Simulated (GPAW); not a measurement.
**Conductance along a series: a Pt chain with one bond drawn out**

Wanted: the trend of the zero-bias conductance over a family of junctions, a Pt chain with one bond drawn out.

Main program and level: GPAW 26.7.0; GPAW LCAO, PAW setups; Landauer transmission from Green's functions with principal layers (ASE), zero bias.

## (1) Starting point

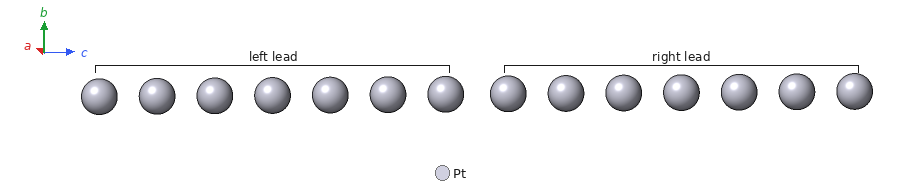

Start, viewed from the side, with the c axis across the page; platinum light grey.

The cell holds 14 atoms: 14 Pt. Cell: a = 9.000 Å, b = 9.000 Å, c = 33.800 Å, α = 90.0°, β = 90.0°, γ = 90.0°. Regions: left lead, 7 atoms (7 Pt); right lead, 7 atoms (7 Pt). Vacuum lies along a and b. The structure is stacked along c, and the current runs across the ab planes.

## (2) Junction, stretch 0.2 Å

The structure changes from member to member while basis and functional stay, so that the trend is less open to errors of the level than any single value.

run.py reads:

```python
import json
import numpy as np
from ase import Atoms
from ase.transport.calculators import TransportCalculator
from gpaw import GPAW, FermiDirac
from gpaw.lcao.tools import get_lcao_hamiltonian
from scipy.linalg import eigh

# The junction with lead layers at both ends, along the third cell vector
device = Atoms(
    ['Pt', 'Pt', 'Pt', 'Pt', 'Pt', 'Pt', 'Pt', 'Pt', 'Pt', 'Pt', 'Pt', 'Pt', 'Pt', 'Pt'],
    positions=[
        [4.50000, 4.50000, 1.20000],
        [4.50000, 4.50000, 3.60000],
        [4.50000, 4.50000, 6.00000],
        [4.50000, 4.50000, 8.40000],
        [4.50000, 4.50000, 10.80000],
        [4.50000, 4.50000, 13.20000],
        [4.50000, 4.50000, 15.60000],
        [4.50000, 4.50000, 18.20000],
        [4.50000, 4.50000, 20.60000],
        [4.50000, 4.50000, 23.00000],
        [4.50000, 4.50000, 25.40000],
        [4.50000, 4.50000, 27.80000],
        [4.50000, 4.50000, 30.20000],
        [4.50000, 4.50000, 32.60000]],
    cell=[[9.0, 0.0, 0.0], [0.0, 9.0, 0.0], [0.0, 0.0, 33.8]],
    pbc=True)

# One principal layer of the lead: the first 5 atoms of the device
lead = Atoms(
    ['Pt', 'Pt', 'Pt', 'Pt', 'Pt'],
    positions=[
        [4.50000, 4.50000, 1.20000],
        [4.50000, 4.50000, 3.60000],
        [4.50000, 4.50000, 6.00000],
        [4.50000, 4.50000, 8.40000],
        [4.50000, 4.50000, 10.80000]],
    cell=[[9.0, 0.0, 0.0], [0.0, 9.0, 0.0], [0.0, 0.0, 12.0]],
    pbc=True)

settings = dict(mode='lcao', basis='dzp', xc='PBE', h=0.2,
                occupations=FermiDirac(0.1), maxiter=250,
                mixer=dict(beta=0.1, nmaxold=8, weight=100.0),
                convergence=dict(density=0.0001))
energies = np.arange(-2, 2 + 1e-9, 0.05)
eta = 0.0001
n1, n2 = 1, 1
# k and -k transmit alike, so half of the mesh across the current serves
mesh = [(i, j) for i in range(n1) for j in range(n2) if (i, j) <= (-i % n1, -j % n2)]
weights = np.array([1 if (i, j) == (-i % n1, -j % n2) else 2 for i, j in mesh]) / (n1 * n2)

# [... helper functions left out ...]
fermi_lead = ground_state(lead, (1, 1, 10), 'lead.txt')
fermi_device = ground_state(device, (1, 1, 3), 'device.txt')
# [... loop over the mesh left out, but for ...]
        # Shift the lead onto the potential of the device's first layer
        shift = ((H[:, 0, 0] - H0[:, 0, 0]) / S0[0, 0]).real.mean()
# [...]
kT = 8.617333e-5 * 77
bias = [0.1, 0.2, 0.5, 1.0, 1.5, 2.0]
# [... integrals and printing left out ...]
```

Started as:

```console
$ OMP_NUM_THREADS=1 OPENBLAS_NUM_THREADS=1 python run.py
```

Output:

```text
basis functions: device 378, principal layer 135
Fermi level: lead -4.5367 eV, device -4.5495 eV; lead shifted by -0.0003 eV
largest coupling past the next layer 8.09e-06 eV, largest misfit of the first layer 0.124 eV
  E-E_F (eV)   T (one spin)  [channel counts left out]
    -2.000    2.5776e+00
    -1.950    2.5930e+00
    -1.900    2.6080e+00
    -1.850    2.6228e+00
    -1.800    2.6374e+00
    -1.750    2.6520e+00
    -1.700    2.6665e+00
    -1.650    2.6812e+00
    -1.600    2.6970e+00
    -1.550    3.3049e+00
    -1.500    2.9327e+00
    -1.450    3.0248e+00
    -1.400    3.0945e+00
    -1.350    3.1646e+00
    -1.300    3.2367e+00
    -1.250    3.3060e+00
[...]
1.650    9.9646e-01
     1.700    9.9655e-01
     1.750    9.9663e-01
     1.800    9.9672e-01
     1.850    9.9680e-01
     1.900    9.9688e-01
     1.950    9.9697e-01
     2.000    9.9705e-01
conductance at 77 K: 3.8818 G0 a cell; thermopower 0.01265 uV/K
current from the zero-bias T(E) at 0.1 V: 30.067 uA
current from the zero-bias T(E) at 0.2 V: 60.081 uA
current from the zero-bias T(E) at 0.5 V: 149.06 uA
current from the zero-bias T(E) at 1.0 V: 310.65 uA
current from the zero-bias T(E) at 1.5 V: 457.99 uA
current from the zero-bias T(E) at 2.0 V: 563.45 uA
```

Wall time 1.9 min (1 thread of Arm Neoverse V2, shared host); peak memory 1.3 GiB.

This step gave:

```
conductance                                    : 3.882 G₀
largest coupling past the next principal layer : 8.09e-6 eV
largest misfit of the first principal layer    : 0.1244 eV
shift that aligns the lead                     : -2.54e-4 eV
basis functions of the junction                : 378
basis functions of a principal layer           : 135
transmission at the Fermi level (one spin)     : 3.882
```

One spin. Transmission, zone mean against energy, zero at the Fermi level:

```
energy (eV)  transmission, zone mean
    -2.0000                     2.58
    -1.7500                     2.65
    -1.5000                     2.93
    -1.2500                     3.31
    -1.0000                     4.11
    -0.7500                     4.82
    -0.5000                     5.52
    -0.4000                     5.74
    -0.2500                     3.84
     0.0000                     3.88
     0.2500                     3.67
     0.5000                     2.81
     0.7500                    0.995
     1.0000                    0.995
     1.2500                    0.996
     1.5000                    0.996
     1.7500                    0.997
     2.0000                    0.997
```

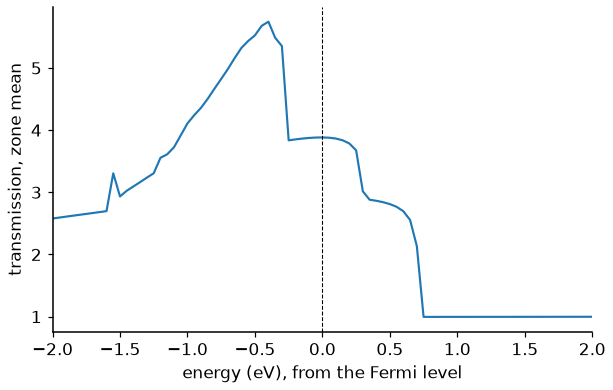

Transmission, zone mean, plotted against energy.

Not self-consistent under bias; the bias window is split evenly. The current through one cell, from the zero-bias transmission by bias:

```
bias (V)  current through one cell, from the zero-bias transmission (mA)
   0.100                                                          0.0301
   0.200                                                          0.0601
   0.500                                                           0.149
   1.000                                                           0.311
   1.500                                                           0.458
   2.000                                                           0.563
```

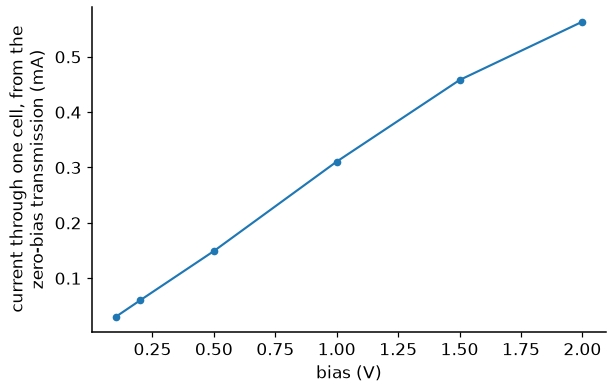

Current through one cell, from the zero-bias transmission, plotted against bias.

The transmission of the three most open eigenchannels by energy, zero at the Fermi level:

```
energy (eV)  channel 1  channel 2  channel 3
     -2.000      0.950      0.814      0.814
     -1.500      0.972      0.878      0.878
     -1.000      0.981      0.911      0.911
     -0.500      0.986      0.944      0.944
      0.000      0.992      0.967      0.967
      0.500      0.995      0.908      0.908
      1.000      0.995     1.2e-6    1.9e-12
      1.500      0.996     1.3e-6          0
      2.000      0.997     1.4e-6          0
```

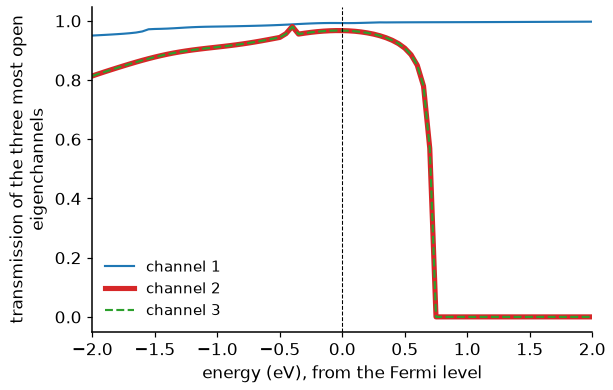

Transmission of the three most open eigenchannels against energy.

Couplings past the next layer reach 8.1e-6 eV, small enough to drop; the matrix elements of the cell's first layer differ from the bulk lead's by up to 0.12 eV. That layer keeps its own values in the calculation, and only beyond it is the lead taken as perfect. The Fermi levels of lead and junction count from different zeros of potential, one for each periodic cell; with both set to zero, the small remaining shift is what aligns them. Without spin-orbit coupling, which is large for these atoms, channel counts and T are those of the scalar-relativistic bands. By hand: G = 3.882 × 77.48 μS = 301 μS, a resistance of 3.32 kΩ; at 0.1 V a linear junction would pass 30.1 μA, and the integral over the bias window gives 30.1 μA.

## (3) Junction: stretch = 0.5

The cell differs from the one that the last finished run ended in (c 33.800 → 34.100 Å).

run.py, as its differences from that of step 2:

```diff
@@ -19,10 +19,10 @@
         [4.50000, 4.50000, 15.60000],
-        [4.50000, 4.50000, 18.20000],
-        [4.50000, 4.50000, 20.60000],
-        [4.50000, 4.50000, 23.00000],
-        [4.50000, 4.50000, 25.40000],
-        [4.50000, 4.50000, 27.80000],
-        [4.50000, 4.50000, 30.20000],
-        [4.50000, 4.50000, 32.60000]],
-    cell=[[9.0, 0.0, 0.0], [0.0, 9.0, 0.0], [0.0, 0.0, 33.8]],
+        [4.50000, 4.50000, 18.50000],
+        [4.50000, 4.50000, 20.90000],
+        [4.50000, 4.50000, 23.30000],
+        [4.50000, 4.50000, 25.70000],
+        [4.50000, 4.50000, 28.10000],
+        [4.50000, 4.50000, 30.50000],
+        [4.50000, 4.50000, 32.90000]],
+    cell=[[9.0, 0.0, 0.0], [0.0, 9.0, 0.0], [0.0, 0.0, 34.1]],
     pbc=True)
```

Output:

```text
basis functions: device 378, principal layer 135
Fermi level: lead -4.5367 eV, device -4.5525 eV; lead shifted by -0.0021 eV
largest coupling past the next layer 8.09e-06 eV, largest misfit of the first layer 0.271 eV
  E-E_F (eV)   T (one spin)  [channel counts left out]
    -2.000    1.2951e+00
    -1.950    1.3235e+00
    -1.900    1.3524e+00
    -1.850    1.3822e+00
    -1.800    1.4132e+00
    -1.750    1.4456e+00
    -1.700    1.4799e+00
    -1.650    1.5170e+00
    -1.600    1.5601e+00
    -1.550    1.7441e+00
    -1.500    1.6785e+00
    -1.450    1.7220e+00
    -1.400    1.7616e+00
    -1.350    1.8046e+00
    -1.300    1.8519e+00
    -1.250    1.9022e+00
[...]
1.650    9.7015e-01
     1.700    9.7086e-01
     1.750    9.7158e-01
     1.800    9.7231e-01
     1.850    9.7304e-01
     1.900    9.7377e-01
     1.950    9.7450e-01
     2.000    9.7524e-01
conductance at 77 K: 3.1949 G0 a cell; thermopower 0.09483 uV/K
current from the zero-bias T(E) at 0.1 V: 24.704 uA
current from the zero-bias T(E) at 0.2 V: 49.132 uA
current from the zero-bias T(E) at 0.5 V: 118.43 uA
current from the zero-bias T(E) at 1.0 V: 234.68 uA
current from the zero-bias T(E) at 1.5 V: 318.2 uA
current from the zero-bias T(E) at 2.0 V: 381.56 uA
```

It took 2 min on 1 thread; peak memory 1.4 GiB.

This step gave:

| Item | Value |
| --- | --- |
| conductance | 3.195 G₀ |
| largest misfit of the first principal layer | 0.2709 eV |
| shift that aligns the lead | -0.002097 eV |
| transmission at the Fermi level (one spin) | 3.198 |

One spin. Transmission, zone mean against energy, zero at the Fermi level:

```
energy (eV)  transmission, zone mean
    -2.0000                     1.30
    -1.7500                     1.45
    -1.5000                     1.68
    -1.2500                     1.90
    -1.0000                     2.18
    -0.7500                     2.46
    -0.5000                     2.99
    -0.3500                     4.78
    -0.2500                     2.96
     0.0000                     3.20
     0.2500                     2.64
     0.5000                     2.02
     0.7500                    0.961
     1.0000                    0.962
     1.2500                    0.965
     1.5000                    0.968
     1.7500                    0.972
     2.0000                    0.975
```

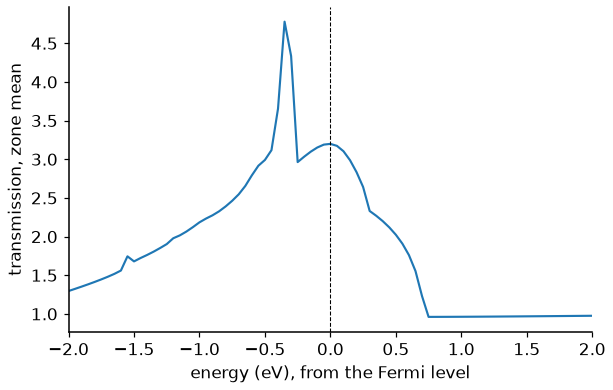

Transmission, zone mean, plotted against energy.

Not self-consistent under bias; the bias window is split evenly. Current through one cell, from the zero-bias transmission against bias:

```
bias (V)  current through one cell, from the zero-bias transmission (μA)
   0.100                                                            24.7
   0.200                                                            49.1
   0.500                                                             118
   1.000                                                             235
   1.500                                                             318
   2.000                                                             382
```

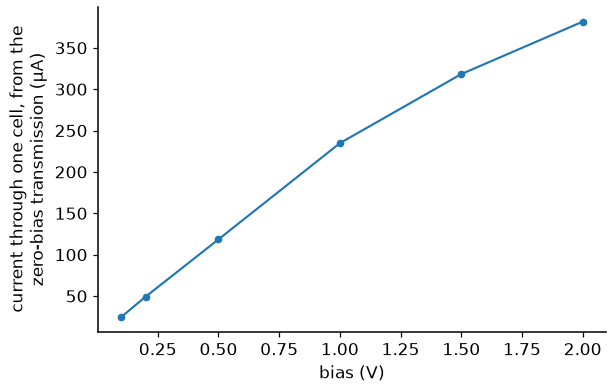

Current through one cell, from the zero-bias transmission against bias.

Transmission of the three most open eigenchannels against energy, zero at the Fermi level:

```
energy (eV)  channel 1  channel 2  channel 3
     -2.000      0.715      0.290      0.290
     -1.500      0.820      0.415      0.415
     -1.000      0.874      0.520      0.520
     -0.500      0.911      0.642      0.642
      0.000      0.949      0.770      0.770
      0.500      0.960      0.532      0.532
      1.000      0.962     9.1e-7          0
      1.500      0.968     9.5e-7          0
      2.000      0.975     1.0e-6          0
```

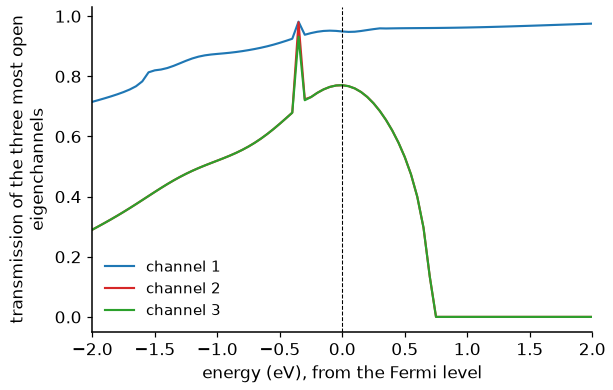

Transmission of the three most open eigenchannels, plotted against energy.

The conductance, 3.19 G₀, lies 18 % below that of the member before. The first layer now differs from the lead by 0.27 eV after a shift of -0.0021 eV, a far poorer match of lead and junction than at the start, whatever the conductance shows.

## (4) Junction: stretch = 0.8

The cell differs from the one that the last finished run ended in (c 34.100 → 34.400 Å).

run.py, as its differences from that of step 3:

```diff
@@ -19,10 +19,10 @@
         [4.50000, 4.50000, 15.60000],
-        [4.50000, 4.50000, 18.50000],
-        [4.50000, 4.50000, 20.90000],
-        [4.50000, 4.50000, 23.30000],
-        [4.50000, 4.50000, 25.70000],
-        [4.50000, 4.50000, 28.10000],
-        [4.50000, 4.50000, 30.50000],
-        [4.50000, 4.50000, 32.90000]],
-    cell=[[9.0, 0.0, 0.0], [0.0, 9.0, 0.0], [0.0, 0.0, 34.1]],
+        [4.50000, 4.50000, 18.80000],
+        [4.50000, 4.50000, 21.20000],
+        [4.50000, 4.50000, 23.60000],
+        [4.50000, 4.50000, 26.00000],
+        [4.50000, 4.50000, 28.40000],
+        [4.50000, 4.50000, 30.80000],
+        [4.50000, 4.50000, 33.20000]],
+    cell=[[9.0, 0.0, 0.0], [0.0, 9.0, 0.0], [0.0, 0.0, 34.4]],
     pbc=True)
```

Output:

```text
basis functions: device 378, principal layer 135
Fermi level: lead -4.5367 eV, device -4.5494 eV; lead shifted by -0.0043 eV
largest coupling past the next layer 8.09e-06 eV, largest misfit of the first layer 0.364 eV
  E-E_F (eV)   T (one spin)  [channel counts left out]
    -2.000    5.8636e-01
    -1.950    6.0305e-01
    -1.900    6.2050e-01
[...]
1.950    9.1329e-01
     2.000    9.1563e-01
conductance at 77 K: 2.1359 G0 a cell; thermopower 0.2067 uV/K
current from the zero-bias T(E) at 0.1 V: 16.486 uA
current from the zero-bias T(E) at 0.2 V: 32.657 uA
current from the zero-bias T(E) at 0.5 V: 77.573 uA
current from the zero-bias T(E) at 1.0 V: 148.54 uA
current from the zero-bias T(E) at 1.5 V: 197.64 uA
current from the zero-bias T(E) at 2.0 V: 238.34 uA
```

Run time: 2 min. Hardware: 1 thread; peak memory 1.3 GiB.

The conductance, 2.14 G₀, lies 33 % below that of the member before. The first layer now differs from the lead by 0.36 eV after a shift of -0.0043 eV, a far poorer match of lead and junction than at the start, whatever the conductance shows.

## (5) Member of the series: stretch = 1.2

The cell differs from the one that the last finished run ended in (c 34.400 → 34.800 Å).

run.py, as its differences from that of step 4:

```diff
@@ -19,10 +19,10 @@
         [4.50000, 4.50000, 15.60000],
-        [4.50000, 4.50000, 18.80000],
-        [4.50000, 4.50000, 21.20000],
-        [4.50000, 4.50000, 23.60000],
-        [4.50000, 4.50000, 26.00000],
-        [4.50000, 4.50000, 28.40000],
-        [4.50000, 4.50000, 30.80000],
-        [4.50000, 4.50000, 33.20000]],
-    cell=[[9.0, 0.0, 0.0], [0.0, 9.0, 0.0], [0.0, 0.0, 34.4]],
+        [4.50000, 4.50000, 19.20000],
+        [4.50000, 4.50000, 21.60000],
+        [4.50000, 4.50000, 24.00000],
+        [4.50000, 4.50000, 26.40000],
+        [4.50000, 4.50000, 28.80000],
+        [4.50000, 4.50000, 31.20000],
+        [4.50000, 4.50000, 33.60000]],
+    cell=[[9.0, 0.0, 0.0], [0.0, 9.0, 0.0], [0.0, 0.0, 34.8]],
     pbc=True)
```

Output:

```text
basis functions: device 378, principal layer 135
Fermi level: lead -4.5367 eV, device -4.5425 eV; lead shifted by -0.0062 eV
largest coupling past the next layer 8.09e-06 eV, largest misfit of the first layer 0.419 eV
  E-E_F (eV)   T (one spin)  [channel counts left out]
    -2.000    1.9545e-01
    -1.950    2.0208e-01
    -1.900    2.0910e-01
[...]
1.950    7.5942e-01
     2.000    7.6503e-01
conductance at 77 K: 1.0487 G0 a cell; thermopower 0.1658 uV/K
current from the zero-bias T(E) at 0.1 V: 8.1009 uA
current from the zero-bias T(E) at 0.2 V: 16.083 uA
current from the zero-bias T(E) at 0.5 V: 38.687 uA
current from the zero-bias T(E) at 1.0 V: 73.469 uA
current from the zero-bias T(E) at 1.5 V: 99.566 uA
current from the zero-bias T(E) at 2.0 V: 122.85 uA
```

Wall time 2.1 min (1 thread); peak memory 1.4 GiB.

The conductance, 1.05 G₀, lies 51 % below that of the member before. The first layer now differs from the lead by 0.42 eV after a shift of -0.0062 eV, a far poorer match of lead and junction than at the start, whatever the conductance shows.

## (6) Member of the series: stretch = 1.6

The cell differs from the one that the last finished run ended in (c 34.800 → 35.200 Å).

run.py, as its differences from that of step 5:

```diff
@@ -19,10 +19,10 @@
         [4.50000, 4.50000, 15.60000],
-        [4.50000, 4.50000, 19.20000],
-        [4.50000, 4.50000, 21.60000],
-        [4.50000, 4.50000, 24.00000],
-        [4.50000, 4.50000, 26.40000],
-        [4.50000, 4.50000, 28.80000],
-        [4.50000, 4.50000, 31.20000],
-        [4.50000, 4.50000, 33.60000]],
-    cell=[[9.0, 0.0, 0.0], [0.0, 9.0, 0.0], [0.0, 0.0, 34.8]],
+        [4.50000, 4.50000, 19.60000],
+        [4.50000, 4.50000, 22.00000],
+        [4.50000, 4.50000, 24.40000],
+        [4.50000, 4.50000, 26.80000],
+        [4.50000, 4.50000, 29.20000],
+        [4.50000, 4.50000, 31.60000],
+        [4.50000, 4.50000, 34.00000]],
+    cell=[[9.0, 0.0, 0.0], [0.0, 9.0, 0.0], [0.0, 0.0, 35.2]],
     pbc=True)
@@ -54,3 +54,3 @@
 fermi_lead = ground_state(lead, (1, 1, 10), 'lead.txt')
-fermi_device = ground_state(device, (1, 1, 3), 'device.txt')
+fermi_device = ground_state(device, (1, 1, 2), 'device.txt')
 # [... loop over the mesh left out, but for ...]
```

Output:

```text
basis functions: device 378, principal layer 135
Fermi level: lead -4.5367 eV, device -4.5374 eV; lead shifted by -0.0047 eV
largest coupling past the next layer 8.09e-06 eV, largest misfit of the first layer 0.447 eV
  E-E_F (eV)   T (one spin)  [channel counts left out]
    -2.000    6.1275e-02
    -1.950    6.3585e-02
    -1.900    6.6037e-02
[...]
1.950    5.5114e-01
     2.000    5.5930e-01
conductance at 77 K: 0.50131 G0 a cell; thermopower -0.1033 uV/K
current from the zero-bias T(E) at 0.1 V: 3.8789 uA
current from the zero-bias T(E) at 0.2 V: 7.7303 uA
current from the zero-bias T(E) at 0.5 V: 18.879 uA
current from the zero-bias T(E) at 1.0 V: 35.324 uA
current from the zero-bias T(E) at 1.5 V: 48.785 uA
current from the zero-bias T(E) at 2.0 V: 61.342 uA
```

Run time: 2.1 min. Hardware: 1 thread; peak memory 1.3 GiB.

The conductance, 0.501 G₀, lies 52 % below that of the member before. The first layer now differs from the lead by 0.45 eV after a shift of -0.0047 eV, a far poorer match of lead and junction than at the start, whatever the conductance shows.

(Part 1 of 2 ends here.)

[Logs are printed without paths, hosts, clocks, repeated set-up lines and the standing remarks that a program may print on its own settings, such as how far it seeks lower states.]

[Hosts, paths, dates, database ids (printed as entryN), source tags and the programs' standing remarks are cut or masked in the printed files.]
